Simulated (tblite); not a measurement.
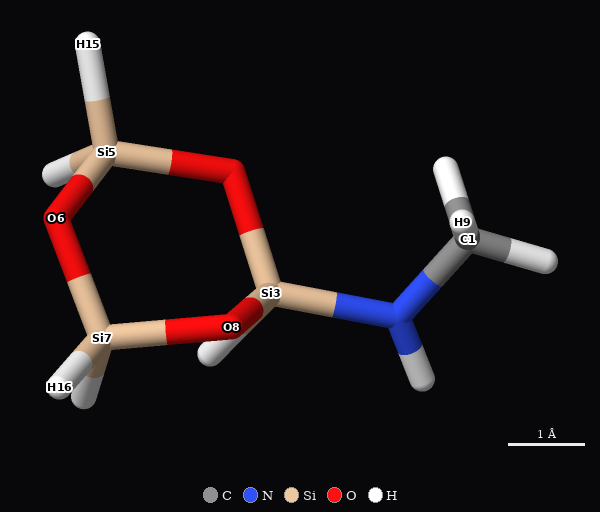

Figure 1. The input geometry (stick view, seen at a tilt; atoms are numbered from 1 in the order of the input). Bond lengths as drawn: C–H 1.10 to 1.12 Å, C–N 1.43 Å, H–N 1.01 Å, H–Si 1.47 to 1.49 Å, N–Si 1.72 Å and O–Si 1.70 to 1.73 Å.

## Geometry relaxation, with input and output: CH9NO3Si3 (part 1 of 4)

- system: CH9NO3Si3
- method: GFN2-xTB geometry optimisation, gas phase (tblite 0.8.0)

It belongs to a series of runs on one base structure; here: H on Si replaced by NHCH3.

Output:
```
step      E/eV     max force
  0    -743.89299    3.026
  1    -744.25934    2.008
  2    -744.57036    1.554
  3    -744.63140    0.625
  4    -744.68922    0.564
  5    -744.72770    0.654
  6    -744.83121    0.980
  7    -744.92404    0.759
  8    -744.97108    0.470
  9    -745.00222    0.395
 10    -745.03855    0.702
 11    -745.08203    0.819
 12    -745.12922    0.608
 13    -745.16166    0.356
 14    -745.17740    0.289
 15    -745.19117    0.364
 16    -745.21403    0.481
 17    -745.23865    0.415
 18    -745.25671    0.299
 19    -745.27026    0.293
 20    -745.28222    0.254
 21    -745.29241    0.311
 22    -745.30365    0.244
 23    -745.31431    0.186
 24    -745.32278    0.194
 25    -745.33250    0.294
 26    -745.34389    0.316
 27    -745.35357    0.208
 28    -745.36221    0.206
 29    -745.37200    0.229
 30    -745.38315    0.349
 31    -745.39440    0.390
 32    -745.40570    0.243
 33    -745.41768    0.240
 34    -745.42763    0.326
 35    -745.44374    0.327
 36    -745.45525    0.240
 37    -745.46337    0.224
 38    -745.47163    0.211
 39    -745.47811    0.246
 40    -745.48831    0.238
 41    -745.49387    0.178
 42    -745.49931    0.259
 43    -745.50336    0.166
 44    -745.50751    0.187
 45    -745.51241    0.195
 46    -745.51654    0.170
 47    -745.51965    0.143
 48    -745.52139    0.154
 49    -745.52356    0.108
 50    -745.52623    0.138
 51    -745.52997    0.175
 52    -745.53329    0.118
 53    -745.53640    0.346
 54    -745.53916    0.190
 55    -745.54417    0.131
 56    -745.55075    0.176
 57    -745.55469    0.144
 58    -745.55811    0.161
 59    -745.56094    0.172
 60    -745.56481    0.164
 61    -745.56902    0.195
 62    -745.57298    0.143
 63    -745.57627    0.133
 64    -745.57952    0.130
 65    -745.58303    0.157
 66    -745.58684    0.192
 67    -745.59070    0.204
 68    -745.59579    0.282
 69    -745.60147    0.273
 70    -745.61138    0.255
 71    -745.61497    0.255
 72    -745.61837    0.156
 73    -745.62180    0.112
 74    -745.62421    0.112
 75    -745.62626    0.077
 76    -745.62732    0.080
 77    -745.62828    0.084
 78    -745.62950    0.089
 79    -745.63138    0.099
 80    -745.63289    0.098
 81    -745.63422    0.090
 82    -745.63499    0.053
 83    -745.63543    0.046
 84    -745.63584    0.057
 85    -745.63643    0.077
 86    -745.63728    0.076
 87    -745.63825    0.085
 88    -745.63927    0.095
 89    -745.64041    0.084
 90    -745.64197    0.108
 91    -745.64393    0.124
 92    -745.64579    0.114
 93    -745.64751    0.114
 94    -745.64953    0.117
 95    -745.65203    0.111
 96    -745.65486    0.131
 97    -745.65765    0.138
 98    -745.65993    0.100
 99    -745.66175    0.080
100    -745.66314    0.079
101    -745.66519    0.130
102    -745.66659    0.158
103    -745.66914    0.093
104    -745.67110    0.109
105    -745.67215    0.071
106    -745.67275    0.047
107    -745.67329    0.053
108    -745.67367    0.054
109    -745.67414    0.052
110    -745.67486    0.056
111    -745.67510    0.051
112    -745.67538    0.045
113    -745.67554    0.031
114    -745.67568    0.033
115    -745.67584    0.033
116    -745.67602    0.043
117    -745.67626    0.033
118    -745.67648    0.033
119    -745.67670    0.031
120    -745.67690    0.039
121    -745.67705    0.050
122    -745.67718    0.039
123    -745.67733    0.026
124    -745.67752    0.028
125    -745.67777    0.035
126    -745.67803    0.050
127    -745.67824    0.045
128    -745.67837    0.027
129    -745.67847    0.022
130    -745.67859    0.021
131    -745.67872    0.027
132    -745.67883    0.023
133    -745.67890    0.018
134    -745.67895    0.018
135    -745.67900    0.018
136    -745.67906    0.019
137    -745.67913    0.023
138    -745.67921    0.026
139    -745.67928    0.023
140    -745.67934    0.016
141    -745.67938    0.014
142    -745.67943    0.016
143    -745.67949    0.027
144    -745.67958    0.033
145    -745.67967    0.030
146    -745.67976    0.021
147    -745.67984    0.018
148    -745.67991    0.020
149    -745.67995    0.016
150    -745.67998    0.015
151    -745.68002    0.017
152    -745.68007    0.022
153    -745.68016    0.034
154    -745.68028    0.046
155    -745.68041    0.038
156    -745.68051    0.025
157    -745.68055    0.011
158    -745.68057    0.007
```

Trajectory as extended XYZ (Å, eV, eV/Å), 47 of the 159 frames kept, from step=0 to step=158:
```
17
Properties=species:S:1:pos:R:3:forces:R:3 step=0 energy=-743.89299
C     2.8979   -0.3780   -0.0440    0.4060  -0.1010   0.8070
N     1.8685   -0.2846   -1.0284   -1.3240   0.2520   0.0330
Si    0.2585    0.0431   -0.5216   -0.3970  -0.7110   0.6150
O     0.0695    0.9666    0.8922   -1.7460  -0.9140  -0.9840
Si   -1.5498    1.2176    1.3671    0.2310  -0.2720   0.4430
O    -2.5626   -0.1340    1.1442    1.7520   0.6900  -1.7570
Si   -2.2624   -0.9967   -0.2961    0.9660  -0.5320   1.2530
O    -0.5868   -1.4331   -0.2552   -1.5230   2.5490  -0.5820
H     2.6765   -1.2659    0.6035    0.5280   0.6170  -0.4440
H     3.8913   -0.4560   -0.5186   -0.4520  -0.0690   0.3760
H     2.8562    0.5259    0.6051    0.2960  -0.5260  -0.2770
H     2.1298   -0.2328   -1.9984   -0.0040   0.0480   0.2980
H    -0.4999    0.7735   -1.5707    0.6990  -0.0890   0.1460
H    -2.0541    2.4133    0.6445    0.1350  -0.5640  -0.1050
H    -1.6043    1.5709    2.8017    0.2360  -0.5270  -0.4480
H    -3.1178   -2.1936   -0.3595    0.4930   0.4150   0.2970
H    -2.4175   -0.1243   -1.4756   -0.2970  -0.2650   0.3310
17
Properties=species:S:1:pos:R:3:forces:R:3 step=3 energy=-744.63140
C     2.8959   -0.3771   -0.0319   -0.2090   0.0490  -0.1300
N     1.8278   -0.2761   -1.0089    0.1430  -0.0270   0.2510
Si    0.2336    0.0279   -0.5080   -0.0560   0.3210  -0.3300
O    -0.0195    0.9176    0.8469   -0.0830  -0.1030   0.0110
Si   -1.5416    1.2157    1.3791   -0.0220   0.3410  -0.0990
O    -2.4731   -0.0920    1.0634    0.0320   0.2260  -0.0090
Si   -2.2403   -1.0111   -0.2587   -0.3590   0.2880  -0.4230
O    -0.6510   -1.3232   -0.2855    0.0470  -0.2480  -0.2430
H     2.7058   -1.2460    0.5905    0.1900  -0.1420   0.1410
H     3.8711   -0.4610   -0.5017   -0.0270  -0.0450  -0.0600
H     2.8745    0.5072    0.5990    0.1600   0.1070   0.1530
H     2.1215   -0.2291   -1.9720   -0.2400   0.0570   0.3460
H    -0.4543    0.7688   -1.5644    0.3690   0.1350  -0.2290
H    -2.0456    2.3770    0.6387    0.0060  -0.1740  -0.1430
H    -1.5876    1.5356    2.7857    0.2150  -0.3910   0.1750
H    -3.0860   -2.1733   -0.3356    0.1710  -0.1550   0.3780
H    -2.4383   -0.1487   -1.4467   -0.3380  -0.2390   0.2100
17
Properties=species:S:1:pos:R:3:forces:R:3 step=7 energy=-744.92404
C     2.8937   -0.3730    0.0043    0.4200  -0.1190   0.4010
N     1.8045   -0.2772   -0.9126   -0.1180  -0.0210  -0.2000
Si    0.1898    0.0630   -0.5651   -0.1180  -0.2570   0.1820
O    -0.0586    0.8803    0.8221    0.3000   0.3580  -0.0340
Si   -1.5329    1.2839    1.3818    0.0710  -0.5340   0.0990
O    -2.4532   -0.0078    1.0048   -0.4720  -0.1870   0.0100
Si   -2.2946   -0.9745   -0.2913    0.3160  -0.5050   0.4710
O    -0.6927   -1.3092   -0.4162   -0.3770   0.4250  -0.2450
H     2.7860   -1.2671    0.6280   -0.0540   0.1690   0.0970
H     3.8403   -0.4741   -0.5202    0.0420   0.0890  -0.1110
H     2.9403    0.5181    0.6424    0.0190  -0.1840   0.0170
H     2.0503   -0.2046   -1.8780    0.1900  -0.0150  -0.0790
H    -0.3157    0.8463   -1.6868   -0.0010   0.0900  -0.0760
H    -2.0577    2.3491    0.5590   -0.0400   0.3750   0.0200
H    -1.4962    1.3740    2.8363    0.0900  -0.0420  -0.2550
H    -3.0099   -2.2278   -0.1738    0.1390   0.0840   0.2560
H    -2.6005   -0.1873   -1.4446   -0.4080   0.2760  -0.5520
17
Properties=species:S:1:pos:R:3:forces:R:3 step=10 energy=-745.03855
C     2.9184   -0.3800    0.0364   -0.1730   0.0230  -0.2910
N     1.7989   -0.2837   -0.8796    0.1920  -0.0790   0.0330
Si    0.1732    0.0718   -0.5805    0.3080   0.3070  -0.1160
O    -0.0419    0.9033    0.8079   -0.1250   0.0650  -0.1330
Si   -1.5300    1.2647    1.3764   -0.1340  -0.0480  -0.3100
O    -2.4982    0.0050    0.9894   -0.0440  -0.0650   0.0400
Si   -2.3137   -0.9832   -0.2869   -0.4980   0.3030  -0.3920
O    -0.7348   -1.2749   -0.4944    0.0490   0.1560  -0.0520
H     2.8127   -1.2649    0.6605   -0.0100  -0.0090   0.1130
H     3.8356   -0.4701   -0.5390    0.0830   0.0240   0.0620
H     2.9703    0.5078    0.6670    0.0300  -0.0230   0.0670
H     2.0445   -0.1971   -1.8469    0.2250  -0.0620   0.0480
H    -0.2590    0.8835   -1.7380   -0.0190  -0.1110   0.2510
H    -2.0597    2.3678    0.5422    0.1880  -0.1230   0.4360
H    -1.4483    1.3030    2.8299    0.0300   0.0110  -0.2330
H    -2.9661   -2.2483   -0.0758    0.0310  -0.0650   0.1950
H    -2.7088   -0.1929   -1.4786   -0.1330  -0.3030   0.2830
17
Properties=species:S:1:pos:R:3:forces:R:3 step=14 energy=-745.17740
C     2.9417   -0.3900    0.0600    0.0470   0.0230   0.1280
N     1.8176   -0.3105   -0.8392    0.0400  -0.0730  -0.0770
Si    0.1960    0.1219   -0.6191    0.0000  -0.0460  -0.1280
O    -0.0529    0.9477    0.7514   -0.0310  -0.0940  -0.0130
Si   -1.5472    1.2200    1.3288   -0.0180   0.1040   0.1730
O    -2.5675    0.0124    0.9556    0.0680   0.0160  -0.0700
Si   -2.4091   -0.9763   -0.3283    0.1320  -0.1120   0.0750
O    -0.8207   -1.1502   -0.6297    0.0040  -0.0410   0.0160
H     2.8557   -1.2552    0.7197    0.0310  -0.1110  -0.1290
H     3.8440   -0.4624   -0.5443    0.0820  -0.1030   0.2170
H     3.0215    0.4839    0.7092   -0.0620   0.1610  -0.0730
H     2.0915   -0.2021   -1.7952    0.1540  -0.0920  -0.1060
H    -0.1775    0.9275   -1.7707   -0.0730   0.2030  -0.1160
H    -2.0292    2.3820    0.6060   -0.0970   0.1960   0.0860
H    -1.3699    1.1952    2.7621   -0.0550   0.0060   0.0920
H    -2.8834   -2.2753    0.1133    0.0260   0.1090  -0.0800
H    -2.9175   -0.2567   -1.4897   -0.2480  -0.1480   0.0050
17
Properties=species:S:1:pos:R:3:forces:R:3 step=17 energy=-745.23865
C     2.9521   -0.3879    0.0892    0.0700  -0.0790  -0.0180
N     1.8358   -0.3387   -0.8316   -0.1160   0.0600  -0.1280
Si    0.2078    0.1463   -0.6739   -0.0850  -0.0790   0.0990
O    -0.0845    0.9356    0.7137    0.1550   0.0820  -0.0610
Si   -1.5579    1.2346    1.3358    0.1670  -0.2620  -0.1180
O    -2.5681    0.0348    0.9172   -0.1210   0.1050   0.0200
Si   -2.4394   -0.9849   -0.3458    0.3220   0.0430   0.2580
O    -0.8563   -1.0941   -0.6994    0.0980  -0.0550  -0.2080
H     2.8893   -1.2757    0.7219   -0.1390   0.1130   0.1210
H     3.8650   -0.4833   -0.4937    0.1130   0.0570   0.0260
H     3.0353    0.5081    0.7151   -0.1590  -0.1360  -0.0490
H     2.1437   -0.2261   -1.7805    0.0600  -0.1020  -0.0250
H    -0.1429    0.9937   -1.8105    0.0190   0.0760  -0.0160
H    -2.0334    2.4198    0.6597   -0.1350   0.2860   0.0600
H    -1.3406    1.1344    2.7554   -0.0640   0.0430   0.2140
H    -2.8331   -2.2687    0.1944   -0.0160  -0.0450  -0.1030
H    -3.0797   -0.3359   -1.4768   -0.1690  -0.1080  -0.0720
17
Properties=species:S:1:pos:R:3:forces:R:3 step=21 energy=-745.29241
C     2.9576   -0.3978    0.0906   -0.1000  -0.0010  -0.0190
N     1.8536   -0.3515   -0.8590    0.0210   0.0280   0.0350
Si    0.2231    0.1552   -0.7045    0.1020   0.0500  -0.1280
O    -0.0754    0.9466    0.6844   -0.0080   0.0210   0.0030
Si   -1.5454    1.2281    1.3271    0.0390   0.2370   0.1970
O    -2.5868    0.0552    0.9053    0.1700   0.1110  -0.0990
Si   -2.4208   -0.9814   -0.3387   -0.1430  -0.1380  -0.0810
O    -0.8520   -1.0758   -0.7585   -0.0610   0.0350  -0.0490
H     2.8706   -1.2709    0.7392   -0.1140   0.0580   0.0700
H     3.9040   -0.4874   -0.4450   -0.1120   0.0300  -0.0240
H     3.0016    0.5040    0.7044   -0.0840  -0.0340   0.0490
H     2.2031   -0.2701   -1.7966   -0.1240  -0.0690  -0.0650
H    -0.1409    1.0412   -1.8166    0.1120  -0.0390   0.0530
H    -2.0485    2.4793    0.7435    0.0740  -0.1800   0.1340
H    -1.3502    1.1278    2.7687   -0.0250  -0.0100  -0.1600
H    -2.8127   -2.2705    0.2063    0.1090   0.0260  -0.0720
H    -3.1878   -0.4201   -1.4607    0.1450  -0.1260   0.1560
17
Properties=species:S:1:pos:R:3:forces:R:3 step=24 energy=-745.32278
C     2.9478   -0.4046    0.0950   -0.0420   0.0690   0.1490
N     1.8583   -0.3532   -0.8624   -0.0630  -0.0350  -0.0560
Si    0.2315    0.1680   -0.7377   -0.0680  -0.0460   0.0650
O    -0.0790    0.9507    0.6563    0.1490   0.0820   0.0400
Si   -1.5237    1.2518    1.3397    0.0480  -0.1770  -0.0420
O    -2.5658    0.0998    0.8661    0.0070  -0.0910  -0.0900
Si   -2.4237   -0.9869   -0.3379    0.0600  -0.0980   0.0060
O    -0.8675   -1.0443   -0.8288   -0.1010   0.0880   0.0570
H     2.8503   -1.2571    0.7680   -0.0910  -0.0900  -0.0460
H     3.9060   -0.4852   -0.4209   -0.1470  -0.0320  -0.0190
H     2.9747    0.4921    0.7102   -0.0390   0.1690   0.0880
H     2.2110   -0.3069   -1.8004   -0.0840  -0.0890  -0.0910
H    -0.0991    1.0761   -1.8293    0.0640   0.0520  -0.0870
H    -2.0509    2.4927    0.8048    0.0160   0.1540   0.0080
H    -1.3458    1.0989    2.7690    0.0590  -0.0120   0.0370
H    -2.7714   -2.2821    0.2290    0.1520   0.0740  -0.0210
H    -3.2597   -0.4977   -1.4304    0.0800  -0.0180   0.0020
17
Properties=species:S:1:pos:R:3:forces:R:3 step=27 energy=-745.35357
C     2.9255   -0.4010    0.1256   -0.1600   0.0410  -0.0850
N     1.8542   -0.3637   -0.8630   -0.1250   0.0030   0.0420
Si    0.2328    0.1880   -0.7755   -0.0430   0.1080   0.0170
O    -0.0588    0.9752    0.6236    0.0480  -0.0020   0.0230
Si   -1.4941    1.2522    1.3401   -0.0330  -0.0630  -0.1950
O    -2.5476    0.1403    0.7998   -0.1020  -0.0480   0.1090
Si   -2.4359   -1.0065   -0.3461    0.1290   0.1340   0.0010
O    -0.9129   -0.9752   -0.9228    0.1580   0.0200   0.0340
H     2.8164   -1.2537    0.8024   -0.0550   0.0050  -0.1270
H     3.8782   -0.4864   -0.3979   -0.0510  -0.0170   0.1230
H     2.9440    0.5027    0.7395   -0.0750   0.0260  -0.0760
H     2.2042   -0.3667   -1.8073   -0.0170  -0.1150   0.1440
H    -0.0207    1.1298   -1.8652   -0.0010  -0.0170  -0.0150
H    -2.0413    2.5265    0.8860    0.1070  -0.0040   0.0390
H    -1.3150    1.0416    2.7630    0.0810  -0.0410   0.0190
H    -2.6796   -2.2910    0.2837    0.1230  -0.0280   0.0270
H    -3.3565   -0.6002   -1.3959    0.0180  -0.0010  -0.0800
17
Properties=species:S:1:pos:R:3:forces:R:3 step=31 energy=-745.39440
C     2.8486   -0.3852    0.1446    0.1300  -0.0910   0.0280
N     1.8142   -0.3730   -0.8678    0.0570  -0.0130  -0.0460
Si    0.2290    0.2431   -0.8098    0.0860   0.1160  -0.1300
O    -0.0108    1.0119    0.6042   -0.2690  -0.0390   0.0040
Si   -1.4569    1.2406    1.3172   -0.0770   0.1290   0.3600
O    -2.5436    0.1692    0.7573    0.0880   0.0290   0.0420
Si   -2.4040   -1.0106   -0.3535   -0.1090  -0.0500  -0.0860
O    -0.9151   -0.9030   -1.0016   -0.0730  -0.0400   0.0660
H     2.7275   -1.2458    0.8047   -0.0750   0.0150   0.1190
H     3.8173   -0.4876   -0.3385    0.0810   0.0770  -0.0010
H     2.8571    0.5267    0.7486   -0.1500  -0.0860  -0.0940
H     2.1769   -0.4883   -1.7980   -0.0280  -0.1040   0.0800
H     0.0562    1.1843   -1.9059   -0.1540   0.1210  -0.0610
H    -1.9923    2.5645    0.9990    0.1100  -0.1420  -0.0970
H    -1.2677    0.9854    2.7464    0.0650  -0.0680  -0.2210
H    -2.5306   -2.3023    0.3179    0.1250   0.1410  -0.0370
H    -3.4127   -0.7180   -1.3745    0.1920   0.0060   0.0740
```
